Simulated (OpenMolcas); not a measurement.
Multiconfigurational calculation, with input and output: Pr³⁺ complex

System: Pr³⁺ with 8 ligands (F; cube, 2.357 Å), embedded in BaF2 by model potentials and point charges, whose field is part of the energies.
Method: state-averaged CASSCF, active space 2 electrons in the shell 4f, basis ANO-RCC-VDZP on the metal and ANO-RCC-VDZP on the ligands, DKH2 scalar Hamiltonian, spin-orbit coupling by RASSI with atomic mean-field integrals (OpenMolcas).

### Key numbers

- outcome: converged
- energy of the lowest spin-free term: −10028.51172 hartree
- energy of the lowest spin-orbit level: −10028.52354 hartree
- largest spread among components of a term: 0.0 cm⁻¹
- hardware: 1 thread of Arm Neoverse V1, 24 GiB of memory available, shared host
- wall time: 36 s
- peak memory: 0.6 GiB

### Notes

Without dynamic correlation the splittings between terms come out too large, often by 20 to 50 %. To bear in mind: the geometry is set by hand, with no relaxation.

### The input
```
&GATEWAY
Basis set
Pr.ANO-RCC-VDZP.
Pr1 0.0 0.0 0.0 Angstrom
End of basis
Basis set
F.ANO-RCC-VDZP.
L1 1.360815 1.360815 1.360815 Angstrom
L2 1.360815 1.360815 -1.360815 Angstrom
L3 1.360815 -1.360815 1.360815 Angstrom
L4 1.360815 -1.360815 -1.360815 Angstrom
End of basis
Basis set
Ba.EMB-AIMP.Pascual.0s.0s.ECP.BaF2.
PseudoCharge
* 21 symmetry-unique lattice sites within 7.6 angstrom
End of basis
Basis set
F.EMB-AIMP.Pascual.0s.0s.ECP.BaF2.
PseudoCharge
* 24 symmetry-unique lattice sites within 7.6 angstrom
End of basis
Symmetry
XYZ
AngMom=0.0 0.0 0.0
AMFI
RICD
XField
1364 Angstrom 0
* Evjen-weighted lattice charges
&SEWARD
&RASSCF
FileOrb=start.orb
Symmetry=1
Spin=3
nActEl=2 0 0
Inactive=35 32
Ras2=0 7
CIRoot=21 21 1
SDav=21
CIMx=300
Iter=150 100
PrWF=0.3
OrbListing=Nothing
MaxOrb=0
LevShft=1.0
>>> COPY $Project.JobIph JOB001
&RASSCF
FileOrb=start.orb
Symmetry=1
Spin=1
nActEl=2 0 0
Inactive=35 32
Ras2=0 7
CIRoot=28 28 1
SDav=28
CIMx=300
Iter=150 100
PrWF=0.3
OrbListing=Nothing
MaxOrb=0
CIOnly
LevShft=1.0
>>> COPY $Project.JobIph JOB002
&RASSI
NrOfJobIphs=2 21 27
1 2 3 4 5 6 7 8 9 10 11 12 13 14 15 16 17 18 19 20 21
1 2 3 4 5 6 7 8 9 10 11 12 13 14 15 16 17 18 19 20 21 22 23 24 25 26 27
IphNames
JOB001
JOB002
EJob
SpinOrbit
DIPRint=1.0
SOCoupling=1000.0
Subsets=2
Property=9
'ANGMOM' 1 'ANGMOM' 2 'ANGMOM' 3 'MLTPL  1' 1 'MLTPL  1' 2 'MLTPL  1' 3
'AMFI' 1 'AMFI' 2 'AMFI' 3
SOProperty=3
'ANGMOM' 1 'ANGMOM' 2 'ANGMOM' 3
```

The file start.orb holds starting orbitals from an earlier step. A driver script formed the levels outside the program, from RASSI's spin-orbit matrix and the active-space energies, averaged over the components of each term or state.

Launched with:
```bash
OMP_NUM_THREADS=1 MOLCAS_MEM=2457 MOLCAS_PROJECT=a pymolcas a.inp > a.log  # once for each step of the input, in one work folder
```

### Output (extracts)
```
--- SEWARD ---
Basis set label: PR.ANO-RCC...7S6P4D2F1G.

      Electronic valence basis set:
      ------------------
      Associated Effective Charge  59.000000 au
      Associated Actual Charge     59.000000 au
      Nuclear Model: Point charge

      Shell  nPrim  nBasis  Cartesian Spherical Contaminant
         s      25       7        X
         p      22       6        X
         d      15       4                 X
         f      11       2                 X
         g       4       1                 X
                  Relativistic Douglas-Kroll-Hess integrals:
                    - DKH order of Hamiltonian: 2
                    - DKH order of Properties : 0
                  Atomic mean-field integrals
--- RASSCF ---
Wave function specifications:
      -----------------------------

      Number of closed shell electrons         134
      Number of electrons in active shells       2
      Max number of holes in RAS1 space          0
      Max nr of electrons in RAS3 space          0
      Number of inactive orbitals               67
      Number of active orbitals                  7
      Number of secondary orbitals             106
      Spin quantum number                      1.0
      State symmetry                             1
Orbital specifications:
      -----------------------

      Symmetry species                           1   2
                                                ag  au
      Frozen orbitals                            0   0
      Inactive orbitals                         35  32
      Active orbitals                            0   7
      RAS1 orbitals                              0   0
      RAS2 orbitals                              0   7
      RAS3 orbitals                              0   0
      Secondary orbitals                        57  49
      Deleted orbitals                           0   0
      Number of basis functions                 92  88
      Number of CSFs                            21
      Number of root(s) required                21
      Iter CI   SX   CI       RASSCF       Energy    max ROT     max BLB   max BLB  Level Ln srch  Step   QN
          iter iter root      energy       change     param      element    value   shift minimum  type update
 Nr of preliminary CI iterations:   1
      Total energies have been shifted. Add               -10000.00 au
        1   1   10    0   -27.52176357    0.00E+00  -5.51E-02   30  81 2 -3.28E-01*  0.61   0.00    SX    NO
        2   1    9    0   -28.41670844   -8.95E-01*  1.44E-02   30  36 1 -5.07E-02*  0.79   0.00    SX    NO
        3   1    9    0   -28.46824793   -5.15E-02* -6.30E-03   29  80 2  2.71E-02*  0.83   0.00    SX    NO
        4   1    8    0   -28.47861675   -1.04E-02* -3.43E-03   30  36 1 -1.24E-02*  0.84   0.00    SX    NO
        5   1    8    0   -28.48153782   -2.92E-03* -3.88E-03   30  36 1 -6.60E-03*  0.85   2.19    LS   YES
        6   1    8    0   -28.48276753   -1.23E-03*  7.19E-04   11  48 2 -3.51E-03*  0.86   1.05    QN   YES
        7   1    7    0   -28.48284704   -7.95E-05*  4.43E-04   11  48 2 -1.62E-03*  0.85   1.62    LS   YES
        8   1    7    0   -28.48285988   -1.28E-05* -3.76E-04   14  53 2 -8.73E-04*  0.85   0.97    QN   YES
        9   1    6    0   -28.48286700   -7.12E-06* -1.18E-04   12  36 2 -2.49E-04*  0.85   1.30    QN   YES
       10   1    6    0   -28.48286828   -1.28E-06*  6.38E-05   29  80 2  1.42E-04*  0.85   1.37    QN   YES
       11   1    6    0   -28.48286853   -2.57E-07* -2.62E-05   11  48 2  6.18E-05   0.85   1.28    QN   YES
       12   1    5    0   -28.48286857   -3.50E-08*  1.26E-05   10  47 2  2.45E-05   0.85   1.27    QN   YES
       13   1    4    0   -28.48286857   -4.58E-09   2.86E-06   29  80 2 -6.97E-06   0.85   1.27    QN   YES
      Convergence after 13 iterations
       14   1    4    0   -28.48286857   -6.88E-10   2.86E-06   14  53 2 -2.01E-06   0.85   1.27    QN   YES
      Natural orbitals and occupation numbers for root  1
      sym 2:   0.455590   0.000921   0.543489   0.455590  -0.000000   0.543489   0.000921
      Natural orbitals and occupation numbers for root  2
      sym 2:   0.003535   0.554674   0.003535   0.441791   0.554674  -0.000000   0.441791
      Natural orbitals and occupation numbers for root  3
      sym 2:   0.563424   0.006027   0.563424   0.006027   0.430548   0.000000   0.430548
::    RASSCF root number  1 Total energy: -10028.51171667
::    RASSCF root number  2 Total energy: -10028.51171667
::    RASSCF root number  3 Total energy: -10028.51171667
::    RASSCF root number  4 Total energy: -10028.51168162
::    RASSCF root number  5 Total energy: -10028.51168162
::    RASSCF root number  6 Total energy: -10028.50940890
::    RASSCF root number  7 Total energy: -10028.50940890
::    RASSCF root number  8 Total energy: -10028.50940890
::    RASSCF root number  9 Total energy: -10028.50745274
::    RASSCF root number 10 Total energy: -10028.50745274
::    RASSCF root number 11 Total energy: -10028.50745274
::    RASSCF root number 12 Total energy: -10028.48554113
::    RASSCF root number 13 Total energy: -10028.48221778
::    RASSCF root number 14 Total energy: -10028.48221778
::    RASSCF root number 15 Total energy: -10028.48221778
::    RASSCF root number 16 Total energy: -10028.48211513
::    RASSCF root number 17 Total energy: -10028.48211513
::    RASSCF root number 18 Total energy: -10028.48211513
::    RASSCF root number 19 Total energy: -10028.38420068
::    RASSCF root number 20 Total energy: -10028.38420068
::    RASSCF root number 21 Total energy: -10028.38420068
--- RASSCF ---
Wave function specifications:
      -----------------------------

      Number of closed shell electrons         134
      Number of electrons in active shells       2
      Max number of holes in RAS1 space          0
      Max nr of electrons in RAS3 space          0
      Number of inactive orbitals               67
      Number of active orbitals                  7
      Number of secondary orbitals             106
      Spin quantum number                      0.0
      State symmetry                             1
Orbital specifications:
      -----------------------

      Symmetry species                           1   2
                                                ag  au
      Frozen orbitals                            0   0
      Inactive orbitals                         35  32
      Active orbitals                            0   7
      RAS1 orbitals                              0   0
      RAS2 orbitals                              0   7
      RAS3 orbitals                              0   0
      Secondary orbitals                        57  49
      Deleted orbitals                           0   0
      Number of basis functions                 92  88
      Number of CSFs                            28
      Number of root(s) required                28
      Iter CI   SX   CI       RASSCF       Energy    max ROT     max BLB   max BLB  Level Ln srch  Step   QN
          iter iter root      energy       change     param      element    value   shift minimum  type update
 Nr of preliminary CI iterations:   1
        1   1    0    0-10028.41965868    0.00E+00   0.00E+00   36  43 2 -5.24E-03*  0.00   0.00    SX    NO
      Natural orbitals and occupation numbers for root  1
      sym 2:   0.054183  -0.000000   0.227310   0.081576   1.052569   0.383132   0.201231
      Natural orbitals and occupation numbers for root  2
      sym 2:   0.170543  -0.000000   0.881297   0.142723   0.049969   0.725903   0.029565
      Natural orbitals and occupation numbers for root  3
      sym 2:   0.787378   0.013950   0.000000   0.788687   0.198894   0.196929   0.014162
::    RASSCF root number  1 Total energy: -10028.48148527
::    RASSCF root number  2 Total energy: -10028.48148527
::    RASSCF root number  3 Total energy: -10028.47976996
::    RASSCF root number  4 Total energy: -10028.47976996
::    RASSCF root number  5 Total energy: -10028.47976996
::    RASSCF root number  6 Total energy: -10028.47875566
::    RASSCF root number  7 Total energy: -10028.47875566
::    RASSCF root number  8 Total energy: -10028.47875566
::    RASSCF root number  9 Total energy: -10028.47500945
::    RASSCF root number 10 Total energy: -10028.41708918
::    RASSCF root number 11 Total energy: -10028.41708918
::    RASSCF root number 12 Total energy: -10028.41430497
::    RASSCF root number 13 Total energy: -10028.41430497
::    RASSCF root number 14 Total energy: -10028.41430497
::    RASSCF root number 15 Total energy: -10028.39704215
::    RASSCF root number 16 Total energy: -10028.39693901
::    RASSCF root number 17 Total energy: -10028.39693901
::    RASSCF root number 18 Total energy: -10028.39693901
::    RASSCF root number 19 Total energy: -10028.39689121
::    RASSCF root number 20 Total energy: -10028.39689121
::    RASSCF root number 21 Total energy: -10028.39281938
::    RASSCF root number 22 Total energy: -10028.39281938
::    RASSCF root number 23 Total energy: -10028.39281938
::    RASSCF root number 24 Total energy: -10028.39261998
::    RASSCF root number 25 Total energy: -10028.39261998
::    RASSCF root number 26 Total energy: -10028.39261998
::    RASSCF root number 27 Total energy: -10028.39198775
::    RASSCF root number 28 Total energy: -10028.22985149
--- RASSI ---
SPIN-FREE ENERGIES:
  (Shifted by EMIN (a.u.) =     -10028.5117166667)

 SF State       Relative EMIN(au)   Rel lowest level(eV)    D:o, cm**(-1)

     1             0.0000000000        0.0000000000              0.0000
     2             0.0000000000        0.0000000000              0.0000
     3             0.0000000000        0.0000000000              0.0000
     4             0.0000350446        0.0009536115              7.6914
     5             0.0000350446        0.0009536115              7.6914
     6             0.0023077697        0.0627976126            506.4969
     7             0.0023077697        0.0627976126            506.4969
     8             0.0023077697        0.0627976126            506.4969
     9             0.0042639233        0.1160272629            935.8230
    10             0.0042639233        0.1160272629            935.8230
    11             0.0042639233        0.1160272629            935.8230
    12             0.0261755329        0.7122725355           5744.8654
    13             0.0294988892        0.8027056687           6474.2578
    14             0.0294988892        0.8027056687           6474.2578
    15             0.0294988892        0.8027056687           6474.2578
    16             0.0296015378        0.8054988786           6496.7866
    17             0.0296015378        0.8054988786           6496.7866
    18             0.0296015378        0.8054988786           6496.7866
    22             0.0302316123        0.8226440792           6635.0720
    23             0.0302316123        0.8226440792           6635.0720
    24             0.0319469178        0.8693199193           7011.5380
    25             0.0319469178        0.8693199193           7011.5380
    26             0.0319469178        0.8693199193           7011.5380
    27             0.0329612175        0.8969204201           7234.1511
    28             0.0329612175        0.8969204201           7234.1511
    29             0.0329612175        0.8969204201           7234.1511
    30             0.0367074268        0.9988599699           8056.3490
    31             0.0946276924        2.5749506877          20768.3779
    32             0.0946276924        2.5749506877          20768.3779
    33             0.0974119113        2.6507131443          21379.4433
    34             0.0974119113        2.6507131443          21379.4433
    35             0.0974119113        2.6507131443          21379.4433
    36             0.1146747268        3.1204582835          25168.1934
    37             0.1147778706        3.1232649703          25190.8308
    38             0.1147778706        3.1232649703          25190.8308
    39             0.1147778706        3.1232649703          25190.8308
    40             0.1148256624        3.1245654515          25201.3199
    41             0.1148256624        3.1245654515          25201.3199
    42             0.1188974933        3.2353656136          26094.9835
    43             0.1188974933        3.2353656136          26094.9835
Eigenvalues of complex Hamiltonian:
   -----------------------------------
  (Shifted by EMIN (a.u.) =     -10028.5117166667)

 SO State       Relative EMIN(au)   Rel lowest level(eV)    D:o, cm**(-1)

     1            -0.0118246835        0.0000000002              0.0000
     2            -0.0118246835        0.0000000000              0.0000
     3            -0.0118246835        0.0000000000              0.0000
     4            -0.0101502685        0.0455631531            367.4916
     5            -0.0097478712        0.0565129424            455.8076
     6            -0.0097478712        0.0565129422            455.8076
     7            -0.0097478712        0.0565129403            455.8076
     8            -0.0092201243        0.0708736653            571.6347
     9            -0.0092201244        0.0708736646            571.6347
    10            -0.0008481447        0.2986868354           2409.0718
    11            -0.0008481448        0.2986868343           2409.0718
    12            -0.0008203528        0.2994430920           2415.1714
    13            -0.0008203528        0.2994430923           2415.1714
    14            -0.0008203529        0.2994430913           2415.1714
    15             0.0005153842        0.3357903493           2708.3318
    16             0.0005153842        0.3357903491           2708.3318
    17             0.0005153843        0.3357903515           2708.3318
    18             0.0007593600        0.3424292679           2761.8783
    19             0.0007593600        0.3424292678           2761.8783
    20             0.0007593600        0.3424292693           2761.8783
    21             0.0092856219        0.5744406750           4633.1765
    22             0.0092856219        0.5744406744           4633.1765
    23             0.0092856219        0.5744406743           4633.1765
    24             0.0095835468        0.5825476220           4698.5634
    25             0.0099939918        0.5937164003           4788.6457
    26             0.0099939918        0.5937163998           4788.6457
    27             0.0099939918        0.5937164009           4788.6457
    28             0.0115171500        0.6351636455           5122.9403
    29             0.0115171500        0.6351636474           5122.9403
    30             0.0121752925        0.6530726172           5267.3859
    31             0.0121752925        0.6530726173           5267.3859
    32             0.0121752924        0.6530726151           5267.3859
    33             0.0129232779        0.6734263350           5431.5497
    34             0.0202364071        0.8724267201           7036.5960
    35             0.0202364071        0.8724267196           7036.5960
    36             0.0202364071        0.8724267195           7036.5960
    37             0.0211427871        0.8970905761           7235.5235
    38             0.0211427871        0.8970905755           7235.5235
    39             0.0258919113        1.0263208280           8277.8357
    40             0.0258919113        1.0263208284           8277.8357
    41             0.0258919113        1.0263208279           8277.8357
Weights of the five most important spin-orbit-free states for each spin-orbit state.

 SO State  Total energy (au)           Spin-free states, spin, and weights
 -------------------------------------------------------------------------------------------------------
    1        -0.011825       3 1.0  0.3136    5 1.0  0.2556    2 1.0  0.1617    4 1.0  0.1279    1 1.0  0.0676
    2        -0.011825       5 1.0  0.2247    1 1.0  0.2182    3 1.0  0.2137    4 1.0  0.1588    2 1.0  0.1110
    3        -0.011825       4 1.0  0.2886    2 1.0  0.2701    1 1.0  0.2571    5 1.0  0.0950    8 1.0  0.0243
    4        -0.010150       7 1.0  0.2269    6 1.0  0.2269    8 1.0  0.2269    1 1.0  0.0993    3 1.0  0.0993
    5        -0.009748       5 1.0  0.1891    9 1.0  0.1394    8 1.0  0.1383   11 1.0  0.1356    6 1.0  0.1282
    6        -0.009748       5 1.0  0.1711    8 1.0  0.1383   10 1.0  0.1364   11 1.0  0.1358    7 1.0  0.1282
    7        -0.009748       4 1.0  0.2396   10 1.0  0.1386    6 1.0  0.1383    7 1.0  0.1383    9 1.0  0.1328
    8        -0.009220      11 1.0  0.2790    7 1.0  0.1568    6 1.0  0.1523    2 1.0  0.1088    3 1.0  0.1087
    9        -0.009220      10 1.0  0.2178    9 1.0  0.2064    8 1.0  0.2058    1 1.0  0.1427    6 1.0  0.0545
   10        -0.000848       3 1.0  0.3534    2 1.0  0.3487   11 1.0  0.1689    9 1.0  0.0526   10 1.0  0.0423
   11        -0.000848       1 1.0  0.4607    2 1.0  0.1339   10 1.0  0.1336    3 1.0  0.1292    9 1.0  0.1232
   12        -0.000820       5 1.0  0.3524    8 1.0  0.1899    7 1.0  0.1318    4 1.0  0.1101    6 1.0  0.0603
```

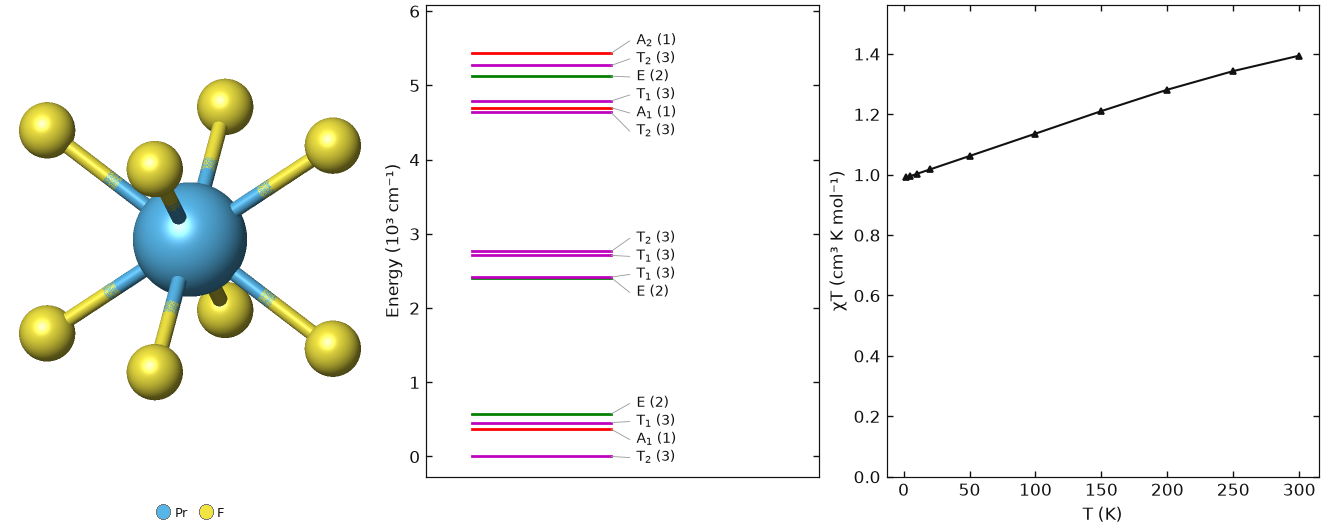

Pr³⁺ (4f²) as a dopant in BaF₂, a cluster with its 8 nearest F⁻ at 2.357 Å (cube) embedded in model potentials and point charges; the geometry was set, not optimised, and its levels and susceptibility. Labels give the representation in O, Td, D4 or D3 as the site allows (double group for half-integer spin) where it could be assigned and, in brackets, the degeneracy; spin-free states, where drawn, share the zero of the spin-orbit levels. Powder susceptibility by Van Vleck's formula. The ground level is T₂, 3-fold degenerate, 98 % from states of spin multiplicity 3 (of the 28 states of multiplicity 1, 27 enter the spin-orbit step), effective J = 3.99, with |mJ| = 3 the largest share (58 %). The next level lies at 367 cm⁻¹ (A₁). The lowest J multiplet spreads over 572 cm⁻¹. χT is 0.990 cm³ K mol⁻¹ at 2 K and 1.39 at 300 K, an effective moment of 3.34 μB. The active orbitals hold 99 to 100 % metal character (Löwdin), and the Mulliken charge of the metal is +2.42.
